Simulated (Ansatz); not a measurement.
Breaking a bond: H2, singlet.

UKS-B3LYP = Ansatz (an electronic-structure program) with unrestricted B3LYP/aug-cc-pVTZ; RKS-BLYP = restricted BLYP/aug-cc-pVTZ (Ansatz); UCCSD(T) = CCSD(T) on UHF/aug-cc-pVTZ, frozen core (Ansatz); RCCSD(T) = Ansatz with CCSD(T) on RHF/aug-cc-pVTZ, frozen core; RHF/aug-cc-pVTZ (Ansatz).

Energies are in kcal/mol, each relative to the lowest point of its own curve near equilibrium.

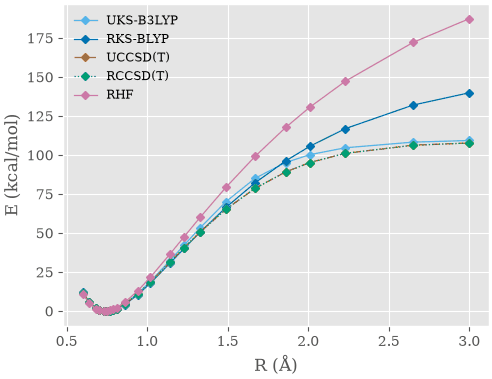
Figure: Energy against bond length for each method.

| R / Å | UKS-B3LYP | RKS-BLYP | UCCSD(T) | RCCSD(T) | RHF |
|---|---|---|---|---|---|
| 0.60 | 11.8 | 12.2 | 11.8 | 11.8 | 11.0 |
| 0.64 | 5.5 | 5.9 | 5.5 | 5.5 | 4.9 |
| 0.68 | 1.9 | 2.1 | 1.9 | 1.9 | 1.5 |
| 0.70 | 0.8 | 1.0 | 0.8 | 0.8 | 0.6 |
| 0.73 | 0.1 | 0.1 | 0.1 | 0.1 | 0.0 |
| 0.75 | 0.0 | 0.0 | 0.0 | 0.0 | 0.1 |
| 0.77 | 0.3 | 0.2 | 0.3 | 0.3 | 0.5 |
| 0.79 | 0.8 | 0.7 | 0.8 | 0.8 | 1.2 |
| 0.81 | 1.6 | 1.4 | 1.6 | 1.6 | 2.2 |
| 0.86 | 4.5 | 4.1 | 4.4 | 4.4 | 5.5 |
| 0.94 | 11.0 | 10.3 | 10.8 | 10.8 | 12.8 |
| 1.02 | 19.0 | 17.9 | 18.5 | 18.5 | 21.7 |
| 1.14 | 32.2 | 30.5 | 31.2 | 31.2 | 36.4 |
| 1.23 | 42.4 | 40.2 | 40.7 | 40.7 | 47.7 |
| 1.33 | 53.5 | 50.7 | 50.8 | 50.8 | 60.2 |
| 1.49 | 70.2 | 66.5 | 65.3 | 65.3 | 79.4 |
| 1.67 | 85.1 | 82.2 | 78.6 | 78.6 | 99.2 |
| 1.86 | 95.2 | 96.2 | 89.2 | 89.2 | 117.7 |
| 2.01 | 100.2 | 105.6 | 95.2 | 95.2 | 130.7 |
| 2.23 | 104.6 | 116.9 | 101.1 | 101.1 | 147.3 |
| 2.65 | 108.2 | 132.0 | 106.2 | 106.2 | 172.1 |
| 3.00 | 109.3 | 139.9 | 107.7 | 107.7 | 187.4 |

The unrestricted determinant behind UKS-B3LYP is spin-contaminated at 1.67 to 3.00 Å (<S²> up to 1.0, against 0.00 for a pure singlet). The restricted form behind RKS-BLYP, RHF keeps the bonding electrons paired and can't separate into open-shell fragments. The unrestricted determinant behind UCCSD(T) is spin-contaminated at 1.23 to 3.00 Å (<S²> up to 1.0, against 0.00 for a pure singlet). With two correlated electrons CCSD is exact in the basis where it finds the lowest root (UCCSD(T), RCCSD(T)).
